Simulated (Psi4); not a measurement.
# GeTe (SMILES [Ge][Te]) at HF/def2-TZVP (core potential)

Aim: the vertical ionisation energy of GeTe at HF/def2-TZVP (core potential), from 2 runs. Input form: a Python script.

The calculation is run with Psi4 1.11.

## Step 1: The system as given

The species is GeTe (2 atoms), meant as a singlet with charge 0. SMILES: `[Ge][Te]`. The bond length is the measured one.

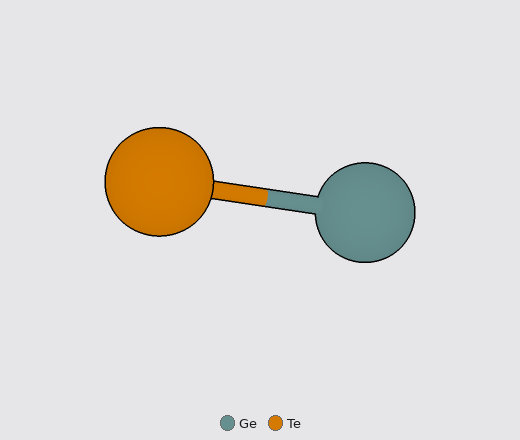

The structure, seen from a chosen angle (germanium teal, tellurium orange).

## Step 2: A single-point energy at HF/def2-TZVP (core potential)

calc.py

```python
import psi4

psi4.set_memory(1600000000)
psi4.set_num_threads(1)
psi4.core.set_output_file('run.log', False)

geom = psi4.geometry("""
0 1
Ge     0.00000000     0.00000000     0.00000000
Te     0.00000000     0.00000000     4.42227094
units bohr
symmetry c1
no_reorient
no_com
""")

psi4.set_options(dict(reference='rhf', puream=True, e_convergence=1e-09, d_convergence=1e-08, scf_type='pk'))

e, wfn = psi4.energy('hf/def2-TZVP', molecule=geom, return_wfn=True)
psi4.oeprop(wfn, 'LOWDIN_CHARGES', 'DIPOLE', 'WIBERG_LOWDIN_INDICES')
print('E =', round(e, 9))
```

Launch:

```
$ python calc.py
```

run.log (excerpt; [...] marks lines left out):

```text
[...]
    !!!  WARNING: ECP capability is in beta. Please check occupations closely.  !!!
[...]
  Running in c1 symmetry.
[...]
  Nuclear repulsion =  173.666428497933708
[...]
  Multiplicity = 1
[...]
  Nalpha       = 28
  Nbeta        = 28
[...]
    Number of basis functions: 98
[...]
   @RHF iter   1: -2340.71746745209930   -4.90783e+00   2.92843e-02 DIIS/ADIIS
[...]
   @RHF iter  15: -2342.40440182812290   -5.45697e-12   5.81722e-09 DIIS
[...]
    Orbital Energies [Eh]
    ---------------------
    Doubly Occupied:
       1A   -405.280234     2A    -52.187289     3A    -46.274013
       4A    -46.274013     5A    -46.272316     6A     -7.229170
       7A     -7.097926     8A     -5.202234     9A     -5.202234
      10A     -5.197163    11A     -5.064138    12A     -5.063821
      13A     -5.063821    14A     -1.921696    15A     -1.919322
      16A     -1.919322    17A     -1.918755    18A     -1.918755
      19A     -1.677668    20A     -1.677668    21A     -1.670674
      22A     -1.670674    23A     -1.669303    24A     -0.807094
      25A     -0.564466    26A     -0.347363    27A     -0.325527
      28A     -0.325527
[...]
  @RHF Final Energy: -2342.40440182812290
   => Energetics <=
    Nuclear Repulsion Energy =            173.6664284979337083
    One-Electron Energy =               -3708.6572871531047895
    Two-Electron Energy =                1192.5864568270478685
    Total Energy =                      -2342.4044018281229000
[...]
 Multipole Moments:
 ------------------------------------------------------------------------------------
     Multipole            Electronic (a.u.)      Nuclear  (a.u.)        Total (a.u.)
 ------------------------------------------------------------------------------------
 L = 1.  Multiply by 2.5417464519 to convert [e a0] to [Debye]
 Dipole X            :          0.0000006            0.0000000            0.0000006
 Dipole Y            :          0.0000003            0.0000000            0.0000003
 Dipole Z            :       -106.8918084          106.1345026           -0.7573058
 Magnitude           :                                                    0.7573058
[...]
```

Standard output:

```text
E = -2342.404401828
```

Run time: 6 s. Hardware: 1 thread of Intel Xeon 6975P-C (Granite Rapids), shared host; peak memory 0.41 GiB.

## Step 3: The doublet cation: energy and forces at UHF/def2-TZVP (core potential)

gete.xyz

```xyz
2
GeTe
Ge     0.000000     0.000000     0.000000
Te     0.000000     0.000000     2.340165
```

run.py

```python
import psi4

psi4.set_memory('1600 MB')
psi4.set_num_threads(1)
psi4.set_output_file('gete.out', False)

with open('gete.xyz') as f:
    atoms = ''.join(f.readlines()[2:])
geom = psi4.geometry('1 2\n' + atoms + 'symmetry c1')

psi4.set_options({
    'basis': 'def2-TZVP',
    'reference': 'uhf',
    'puream': True,
    'e_convergence': 1e-09,
    'd_convergence': 1e-08,
    'scf_type': 'pk',
    'maxiter': 100,
})

e, wfn = psi4.gradient('hf', return_wfn=True)
psi4.oeprop(wfn, 'DIPOLE', 'MULLIKEN_CHARGES', 'WIBERG_LOWDIN_INDICES')
print('gradient / Eh bohr^-1')
print(e.np.round(6))
print(f'energy = {wfn.energy():.10f} Eh')
for k, v in sorted(psi4.core.scalar_variables().items()):
    print(f'{k:45s} {v:18.10f}')
```

Launch:

```
$ python run.py
```

gete.out (excerpt; [...] marks lines left out):

```text
[...]
    !!!  WARNING: ECP capability is in beta. Please check occupations closely.  !!!
[...]
  Running in c1 symmetry.
[...]
  Nuclear repulsion =  173.666428561473225
[...]
  Multiplicity = 2
[...]
  Nalpha       = 28
  Nbeta        = 27
[...]
    Number of basis functions: 98
[...]
   @UHF iter   1: -2340.66412747667255   -4.86288e+00   2.81866e-02 ADIIS/DIIS
[...]
   @UHF iter  32: -2342.11161111908223   -2.86491e-11   6.86329e-09 DIIS
[...]
   @S^2 Observed:                7.719143219E-01
[...]
  @UHF Final Energy: -2342.11161111908223
   => Energetics <=
    Nuclear Repulsion Energy =            173.6664285614732250
    One-Electron Energy =               -3694.8875711155033059
    Two-Electron Energy =                1179.1095314349479395
    Total Energy =                      -2342.1116111190822267
  UHF NO Occupations:
  HONO-2 :   26  A 1.9965449
  HONO-1 :   27  A 1.9934218
[...]
  -Total Gradient:
     Atom            X                  Y                   Z
    ------   -----------------  -----------------  -----------------
       1        0.000000010547     0.000000000228     0.050456193682
       2       -0.000000010547    -0.000000000228    -0.050456193489
[...]
 Multipole Moments:
 ------------------------------------------------------------------------------------
     Multipole            Electronic (a.u.)      Nuclear  (a.u.)        Total (a.u.)
 ------------------------------------------------------------------------------------
 L = 1.  Multiply by 2.5417464519 to convert [e a0] to [Debye]
 Dipole X            :          0.0000042            0.0000000            0.0000042
 Dipole Y            :          0.0000002            0.0000000            0.0000002
 Dipole Z            :         50.7667655          -51.6995702           -0.9328047
 Magnitude           :                                                    0.9328047
[...]
  Mulliken Charges: (a.u.)
   Center  Symbol    Alpha    Beta     Spin     Total
       1    GE    15.61823 15.64659 -0.02837  0.73518
       2    TE    12.38177 11.35341  1.02837  0.26482
   Total alpha = 28.00000, Total beta = 27.00000, Total charge =  1.00000
  Wiberg Bond Indices using Orthogonal Lowdin Orbitals:
  Total Bond Index:
  Irrep: 1 Size: 2 x 2
                 1                   2
[...]
```

Standard output:

```text
gradient / Eh bohr^-1
[[ 0.        0.        0.050456]
 [-0.       -0.       -0.050456]]
energy = -2342.1116111191 Eh
CURRENT ENERGY                                  -2342.1116111191
CURRENT REFERENCE ENERGY                        -2342.1116111191
DD SOLVATION ENERGY                                 0.0000000000
HF KINETIC ENERGY                                2177.9169096218
HF POTENTIAL ENERGY                             -4520.0285207409
HF TOTAL ENERGY                                 -2342.1116111191
HF VIRIAL RATIO                                     2.0753907097
NUCLEAR REPULSION ENERGY                          173.6664285615
ONE-ELECTRON ENERGY                             -3694.8875711155
PCM POLARIZATION ENERGY                             0.0000000000
PE ENERGY                                           0.0000000000
SCF ITERATION ENERGY                            -2342.1116111191
SCF ITERATIONS                                     32.0000000000
SCF TOTAL ENERGY                                -2342.1116111191
TWO-ELECTRON ENERGY                              1179.1095314349
```

Run time: 17 s. Hardware: 1 thread of Intel Xeon 6975P-C (Granite Rapids), shared host; peak memory 0.42 GiB.

## Step 4: Summary of results

Level: HF/def2-TZVP (core potential).

| quantity | value |
| --- | --- |
| singlet GeTe: total energy | -2342.40440 Eh |
| singlet GeTe: dipole moment | 1.92 D |
| singlet GeTe: HOMO energy | -8.86 eV |
| singlet GeTe: LUMO energy | 0.20 eV |
| singlet GeTe: HOMO–LUMO gap | 9.06 eV |
| doublet cation: total energy | -2342.11161 Eh |
| doublet cation: HOMO energy (highest over α and β) | -14.96 eV |
| doublet cation: LUMO energy (lowest over α and β) | -7.37 eV |
| doublet cation: ⟨S²⟩ | 0.772 |
| doublet cation: largest force on an atom | 2.595 eV/Å |
| vertical ionisation energy (to the doublet cation) | 7.967 eV |

**Reading.** Removing an electron at fixed nuclei costs 7.97 eV (184 kcal/mol). −ε(HOMO) before ionisation, 8.86 eV, is 0.89 eV above this ionisation energy.
